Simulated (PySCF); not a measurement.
# [WOF3]−: structure and properties

Aim: find the relaxed shape of [WOF3]− and read charges and levels. The species was built from a template and needn't be a known compound.

Computed with PySCF 2.14.0. Level: r2SCAN, W def2-SVP with ECP60, O def2-SVP, F def2-SVP; scalar-relativistic core potentials, no spin–orbit coupling.

5 further runs of the same task are left out: 2 for a known fault of the program, 1 that didn't finish, 2 set aside as unsound or not needed. Runs told in other sessions of the task aren't counted.

### Step 1. The starting structure

5 atoms, charge -1, spin multiplicity 1.

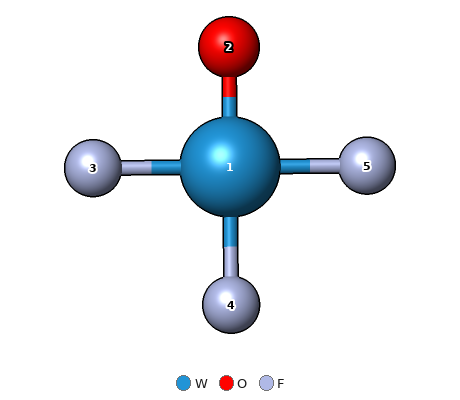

The starting geometry (tungsten blue, oxygen red, fluorine light blue); atoms are numbered from 1 in the order of the file.

As a file:

```xyz
5

W     0.0000    0.0000    0.0000
O     1.5096    0.0000    0.0000
F     0.0000    1.7372    0.0000
F    -1.7372    0.0000    0.0000
F     0.0000   -1.7372    0.0000
```

Formal oxidation states: W +4.

### Step 2. SCF at the start, singlet

Contents of run.py (the lines that set the calculation):

```python
mol = gto.M(atom='''
W      0.00000     0.00000     0.00000
O      1.50960     0.00000     0.00000
F      0.00000     1.73720     0.00000
F     -1.73720     0.00000     0.00000
F      0.00000    -1.73720     0.00000''',
    basis={'W': 'def2-SVP', 'O': 'def2-SVP', 'F': 'def2-SVP'},
    ecp={'W': 'def2-SVP'},
    charge=-1, spin=0)
mf = dft.RKS(mol, xc='R2SCAN')
mf.grids.atom_grid = (50, 194)
mf = mf.density_fit()  # fitting sets: W def2-universal-JKFIT, O def2-universal-JKFIT, F def2-universal-JKFIT
mf.conv_tol = 1e-08; mf.max_cycle = 55
mf.kernel(dm0)  # dm0: free metal ions and neutral atoms
```

Started as:

```console
$ OMP_NUM_THREADS=2 python run.py
```

The program printed:

```text
init E= -457.991486906679
  HOMO = 0.140753533974259  LUMO = 0.225361648229789  gap/eV = 2.30230
cycle= 1 E= -439.606139468412  delta_E= 18.4  |g|= 3.37  |ddm|= 4.34
  HOMO = 0.0649398254809981  LUMO = 0.127810858239651  gap/eV = 1.71081
cycle= 2 E= -438.081158596369  delta_E= 1.52  |g|= 4.26  |ddm|= 5.37
  HOMO = -0.0627635430462696  LUMO = -0.00310602486764466  gap/eV = 1.62336
cycle= 3 E= -441.442947239561  delta_E= -3.36  |g|= 0.562  |ddm|= 4.25
  HOMO = 0.0703661594582279  LUMO = 0.180782696349601  gap/eV = 3.00459
cycle= 4 E= -441.417606403652  delta_E= 0.0253  |g|= 0.681  |ddm|= 1.57
  HOMO = 0.0395011053031844  LUMO = 0.138966162154539  gap/eV = 2.70658
cycle= 5 E= -441.504130552455  delta_E= -0.0865  |g|= 0.28  |ddm|= 0.832
  HOMO = 0.0271757454259038  LUMO = 0.125501394412034  gap/eV = 2.67558
cycle= 6 E= -441.518983208648  delta_E= -0.0149  |g|= 0.0198  |ddm|= 0.233
  HOMO = 0.02832157860799  LUMO = 0.127054950740717  gap/eV = 2.68667
cycle= 7 E= -441.519006791652  delta_E= -2.36e-05  |g|= 0.0176  |ddm|= 0.0265
  HOMO = 0.0287728868085075  LUMO = 0.127247381661313  gap/eV = 2.67963
cycle= 8 E= -441.519059487228  delta_E= -5.27e-05  |g|= 0.00225  |ddm|= 0.0131
  HOMO = 0.0286026672468154  LUMO = 0.127121829303189  gap/eV = 2.68084
cycle= 9 E= -441.519060577679  delta_E= -1.09e-06  |g|= 0.000214  |ddm|= 0.00195
  HOMO = 0.0285843426156092  LUMO = 0.127105853857028  gap/eV = 2.68091
cycle= 10 E= -441.519060585854  delta_E= -8.17e-09  |g|= 5.19e-05  |ddm|= 0.000199
  HOMO = 0.028572837520386  LUMO = 0.12709184625594  gap/eV = 2.68084
Extra cycle  E= -441.519060583679  delta_E= 2.18e-09  |g|= 0.000117  |ddm|= 0.000167
converged SCF energy = -441.519060583679
```

Run time: 13 s. Hardware: 2 threads of Arm Neoverse V1, shared host; peak memory 0.58 GiB.

Further starts and a stability analysis followed, whose logs aren't kept: the log above is the first start alone (where DIIS fails, smearing and a level shift add cycles). The lowest solution stands, and the values below are its own:

```csv
start,energy (Eh),cycles
ions,-441.519061,10
smeared,-441.519061,4
```

It gives: E = -441.519061 Eh, HOMO 0.78 eV, LUMO 3.46 eV, Mulliken charge on W1 +0.45 e. The highest filled level lies above zero; it isn't the detachment energy.

### Step 3. SCF at the start, triplet

Changes to run.py (the lines that set the calculation) since step 2:

```diff
@@ -8,4 +8,4 @@
     ecp={'W': 'def2-SVP'},
-    charge=-1, spin=0)
-mf = dft.RKS(mol, xc='R2SCAN')
+    charge=-1, spin=2)
+mf = dft.UKS(mol, xc='R2SCAN')
 mf.grids.atom_grid = (50, 194)
```

Started as:

```console
$ OMP_NUM_THREADS=2 python run.py
```

The program printed:

```text
init E= -458.013810084422
cycle= 1 E= -438.939481022303  delta_E= 19.1  |g|= 2.55  |ddm|= 3.35
cycle= 2 E= -437.735998679152  delta_E=  1.2  |g|= 3.18  |ddm|= 4.01
cycle= 3 E= -441.406633551391  delta_E= -3.67  |g|= 0.348  |ddm|= 2.42
cycle= 4 E= -441.276213219196  delta_E= 0.13  |g|= 0.528  |ddm|=  1.7
cycle= 5 E= -441.448897688664  delta_E= -0.173  |g|= 0.162  |ddm|= 1.66
cycle= 6 E= -441.456426661437  delta_E= -0.00753  |g|= 0.076  |ddm|= 0.105
cycle= 7 E= -441.458386093121  delta_E= -0.00196  |g|= 0.0447  |ddm|= 0.0651
cycle= 8 E= -441.459080084432  delta_E= -0.000694  |g|= 0.0241  |ddm|= 0.0342
cycle= 9 E= -441.459328141955  delta_E= -0.000248  |g|= 0.00401  |ddm|= 0.0221
cycle= 10 E= -441.459336566356  delta_E= -8.42e-06  |g|= 0.000555  |ddm|= 0.00579
cycle= 11 E= -441.45933670373  delta_E= -1.37e-07  |g|= 0.000101  |ddm|= 0.000704
cycle= 12 E= -441.459336708941  delta_E= -5.21e-09  |g|= 2.7e-05  |ddm|= 0.000129
Extra cycle  E= -441.459336708387  delta_E= 5.54e-10  |g|= 5.31e-05  |ddm|= 6.35e-05
converged SCF energy = -441.459336708387  <S^2> = 2.0060968  2S+1 = 3.0040618
```

Run time: 27 s. Hardware: 2 threads of Arm Neoverse V1, shared host; peak memory 0.69 GiB.

Further starts and a stability analysis followed, whose logs aren't kept: the log above is the first start alone (where DIIS fails, smearing and a level shift add cycles). The lowest solution stands, and the values below are its own:

```csv
start,energy (Eh),cycles
ions,-441.459337,12
smeared,-441.459337,7
```

Result: E = -441.459337 Eh, HOMO 3.22 eV, LUMO 2.67 eV (over both spins), ⟨S²⟩ = 2.006, Mulliken charge on W1 +0.58 e. The highest filled level lies above zero; it isn't the detachment energy. An empty level of one spin lies below a filled level of the other.

### Step 4. Relaxation, singlet

Steps are kept in the start's point group, C2v.

Contents of run.py (the lines that set the calculation):

```python
mol = gto.M(atom='''
W      0.03448     0.00000     0.00000
O      1.54408     0.00000     0.00000
F      0.03448     1.73720     0.00000
F     -1.70272     0.00000     0.00000
F      0.03448    -1.73720     0.00000''',
    basis={'W': 'def2-SVP', 'O': 'def2-SVP', 'F': 'def2-SVP'},
    ecp={'W': 'def2-SVP'},
    charge=-1, spin=0)
mf = dft.RKS(mol, xc='R2SCAN')
mf.grids.atom_grid = (50, 194)
mf = mf.density_fit()  # fitting sets: W def2-universal-JKFIT, O def2-universal-JKFIT, F def2-universal-JKFIT
mf.conv_tol = 1e-08; mf.max_cycle = 55
mf.kernel(dm0)  # dm0: an SCF of this state at this start
# quasi-Newton relaxation in Cartesian coordinates to a largest gradient under 0.00045 Eh/bohr, steps kept in the point group
```

Started as:

```console
$ OMP_NUM_THREADS=2 python run.py
```

The driver keeps no SCF log for this step, only its results.

Run time: 27 s. Hardware: 2 threads of Arm Neoverse V1, shared host.

Relaxation path:

```csv
step,energy from step 1 (eV),largest force component (eV/Å)
1,0.0000,24.1547
2,-4.0263,4.8082
3,-4.3936,1.2032
4,-4.4470,0.3407
5,-4.4659,0.2118
6,-4.4704,0.1625
7,-4.4715,0.0663
8,-4.4716,0.0253
9,-4.4717,0.0047
```

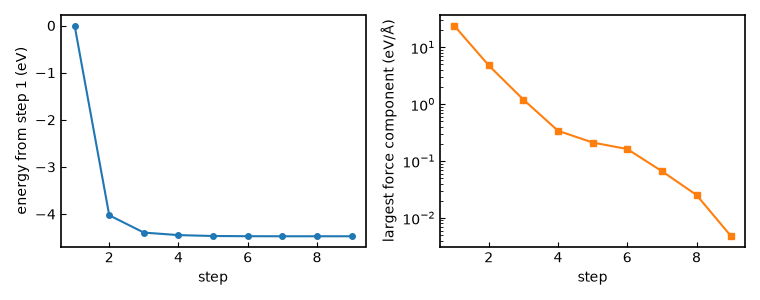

Energy and largest force along the relaxation.

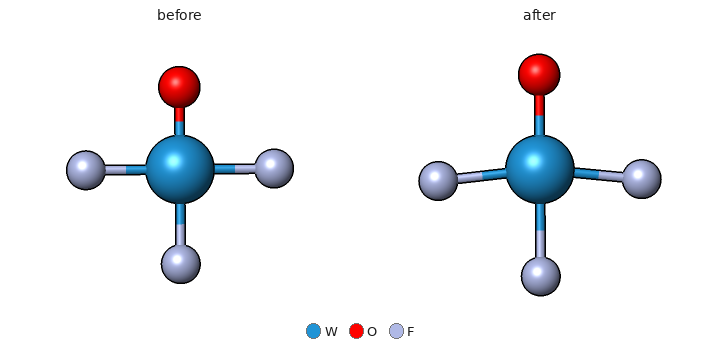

Before and after, at one scale.

Close pairs (by a distance rule), those that changed most:

```csv
bond,before (Å),after (Å),change (Å)
W1–F4,1.737,1.964,+0.227
W1–O2,1.510,1.734,+0.224
W1–F3,1.737,1.888,+0.151
W1–F5,1.737,1.888,+0.151
```

It ends in C2v at E = -441.683391 Eh.

```
W     0.11375    0.00000    0.00000
O     1.84736    0.00000    0.00000
F    -0.08301    1.87783    0.00000
F    -1.85032    0.00000    0.00000
F    -0.08301   -1.87783    0.00000
```

### Step 5. Displaced along the imaginary mode

A run of the vibrations, not shown, found an unstable mode. Steps are kept in the start's point group, Cs.

Changes to run.py (the lines that set the calculation) since step 4:

```diff
@@ -1,7 +1,7 @@
 mol = gto.M(atom='''
-W      0.03448     0.00000     0.00000
-O      1.54408     0.00000     0.00000
-F      0.03448     1.73720     0.00000
-F     -1.70272     0.00000     0.00000
-F      0.03448    -1.73720     0.00000''',
+W      0.06640     0.00000    -0.01938
+O      1.80001     0.00000     0.25000
+F     -0.13036     1.87783    -0.11590
+F     -1.89767     0.00000     0.20900
+F     -0.13036    -1.87783    -0.11590''',
     basis={'W': 'def2-SVP', 'O': 'def2-SVP', 'F': 'def2-SVP'},
```

Started as:

```console
$ OMP_NUM_THREADS=2 python run.py
```

No log is kept here; the results follow.

Run time: 20 s. Hardware: 2 threads of Arm Neoverse V1, shared host.

Along the way:

```csv
step,energy from step 1 (eV),largest force component (eV/Å)
1,0.0000,1.1804
2,-0.0177,0.4678
3,-0.0206,0.0480
4,-0.0215,0.0826
5,-0.0232,0.1967
6,-0.0237,0.0569
7,-0.0237,0.0117
```

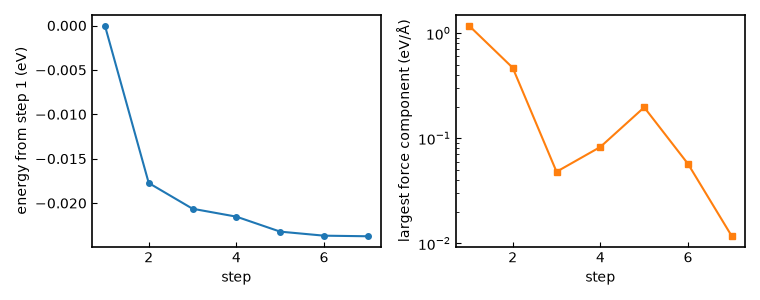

Energy and force, step by step.

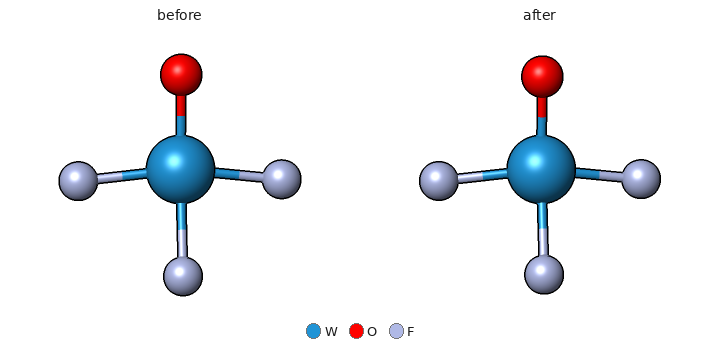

The geometry before (left) and after (right).

Distances of close pairs at the start and the end, largest changes first:

```csv
bond,before (Å),after (Å),change (Å)
W1–O2,1.754,1.732,-0.023
W1–F4,1.977,1.955,-0.023
W1–F3,1.891,1.889,-0.002
W1–F5,1.891,1.889,-0.002
```

It ends in Cs at E = -441.684129 Eh.

```csv
atom,x (Å),y (Å),z (Å)
W1,0.06506,0.00000,-0.00025
O2,1.76530,0.00000,0.32809
F3,-0.12770,1.86731,-0.20850
F4,-1.86694,0.00000,0.29699
F5,-0.12770,-1.86731,-0.20850
```

### Step 6. Charges, bond orders and levels

Contents of run.py (the lines that set the calculation):

```python
mol = gto.M(atom='''
W      0.06506     0.00000    -0.00025
O      1.76530     0.00000     0.32809
F     -0.12770     1.86731    -0.20850
F     -1.86694     0.00000     0.29699
F     -0.12770    -1.86731    -0.20850''',
    basis={'W': 'def2-SVP', 'O': 'def2-SVP', 'F': 'def2-SVP'},
    ecp={'W': 'def2-SVP'},
    charge=-1, spin=0)
mf = dft.RKS(mol, xc='R2SCAN')
mf.grids.atom_grid = (75, 302)
mf = mf.density_fit()  # fitting sets: W def2-universal-JKFIT, O def2-universal-JKFIT, F def2-universal-JKFIT
mf.conv_tol = 1e-09; mf.max_cycle = 55
mf.kernel(dm0)  # dm0: the density of the relaxed state
```

Started as:

```console
$ OMP_NUM_THREADS=2 python run.py
```

The program printed:

```text
init E= -441.684865614076
  HOMO = 0.00463624309037769  LUMO = 0.0698002363567518  gap/eV = 1.77320
cycle= 1 E= -441.684865575558  delta_E= 3.85e-08  |g|= 0.00198  |ddm|= 0.00399
  HOMO = 0.00453503187270243  LUMO = 0.0697696206306091  gap/eV = 1.77512
cycle= 2 E= -441.684862569987  delta_E= 3.01e-06  |g|= 0.00445  |ddm|= 0.00414
  HOMO = 0.00468128260368417  LUMO = 0.0698788150588356  gap/eV = 1.77412
cycle= 3 E= -441.684866208696  delta_E= -3.64e-06  |g|= 0.000347  |ddm|= 0.00338
  HOMO = 0.00463873076692423  LUMO = 0.0698274734778224  gap/eV = 1.77388
cycle= 4 E= -441.684866239578  delta_E= -3.09e-08  |g|= 4.97e-05  |ddm|= 0.000447
  HOMO = 0.00463607433865576  LUMO = 0.0698247281490225  gap/eV = 1.77387
cycle= 5 E= -441.684866239661  delta_E= -8.29e-11  |g|= 4.19e-05  |ddm|= 5.95e-05
  HOMO = 0.00463706172604361  LUMO = 0.0698265016612538  gap/eV = 1.77390
cycle= 6 E= -441.684866240013  delta_E= -3.52e-10  |g|= 1.19e-05  |ddm|= 3.64e-05
  HOMO = 0.00463571568903021  LUMO = 0.0698244247260007  gap/eV = 1.77388
Extra cycle  E= -441.684866239766  delta_E= 2.47e-10  |g|= 3.69e-05  |ddm|= 3.39e-05
converged SCF energy = -441.684866239766
```

Run time: 14 s. Hardware: 2 threads of Arm Neoverse V1, shared host.

Result: E = -441.684866 Eh, HOMO 0.13 eV, LUMO 1.90 eV, Mulliken charge on W1 +0.67 e, largest force component 0.033 eV/Å. The highest filled level lies above zero; it isn't the detachment energy.

Löwdin charges:

```csv
atom,value (e)
W1,-0.17
O2,-0.21
F3,-0.18
F4,-0.26
F5,-0.18
```

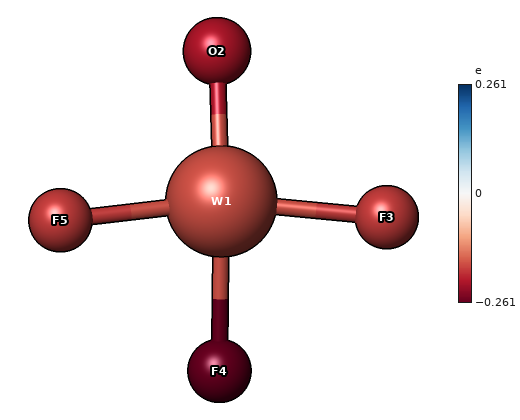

Löwdin charges, as colours on the atoms.

Mulliken charges: W1 +0.67, O2 -0.45, F3 -0.39, F4 -0.44, F5 -0.39 e.

Contacts (the nearest donor of each ligand) and Mayer bond orders:

```csv
contact,distance (Å),bond order
W1–O2 (O),1.732,2.16
W1–F3 (F),1.889,0.98
W1–F4 (F),1.955,0.88
W1–F5 (F),1.889,0.98
```

Mulliken populations of W1 outside the core potential: s 2.91, p 6.38, d 3.85, f 0.18.

The fields below are evaluated on a grid from the run's orbitals.

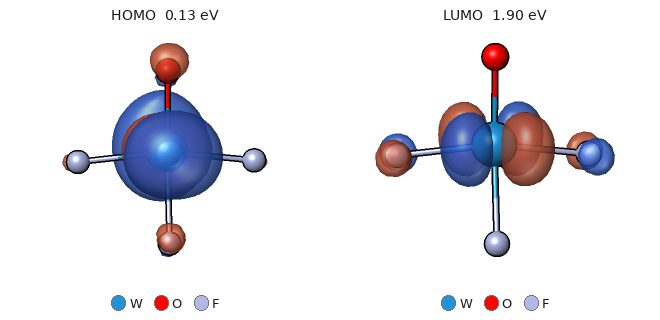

Frontier orbitals at r2SCAN; each surface holds 70 % of the orbital's density, blue and red mark the sign.

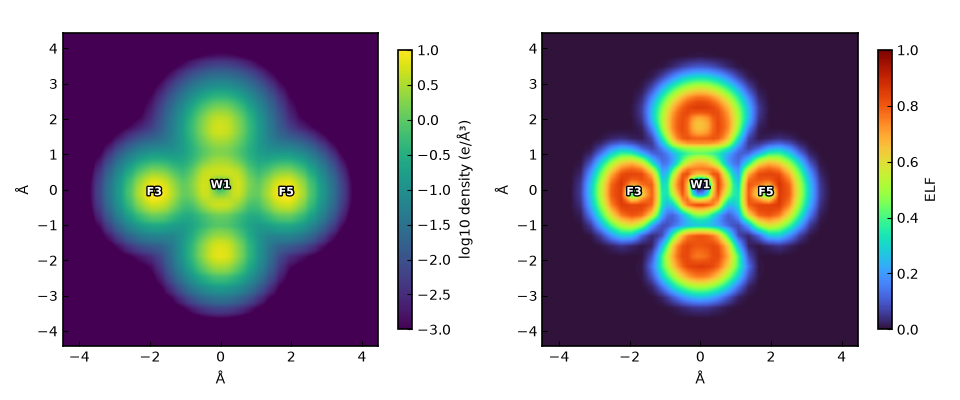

Density (left) and ELF (right) in a plane through or near 3 of the atoms.

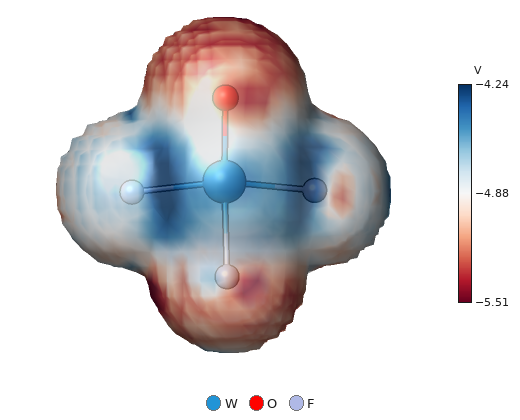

Electrostatic potential on the surface of density 0.002 e/bohr³; red is low, blue high. It runs from -5.51 V near O2 to -4.24 V near F3.

### Step 7. What came out

| quantity | value |
| --- | --- |
| state and point group | singlet, Cs |
| metal–ligand contacts | 1.73 to 1.95 Å |
| frontier levels | HOMO 0.13 eV, LUMO 1.90 eV |
| dipole about the centre of mass | 0.29 D |
| mean polarisability | 7.5 Å³ |

**Reading.** At the start, the singlet lies 1.63 eV under the triplet. The metal carries -0.17 e by Löwdin's partition against a formal +4, and bond orders to the nearest donors reach 2.16. Both measures hang on the basis. Leaving the first, C2v structure gained 0.02 eV and gave Cs. No vibrations are shown for the final structure, so this session doesn't show it to be a minimum. One start shape was tried, so another isomer may lie lower. These are double-zeta-type bases without diffuse functions. Spin–orbit coupling is left out.
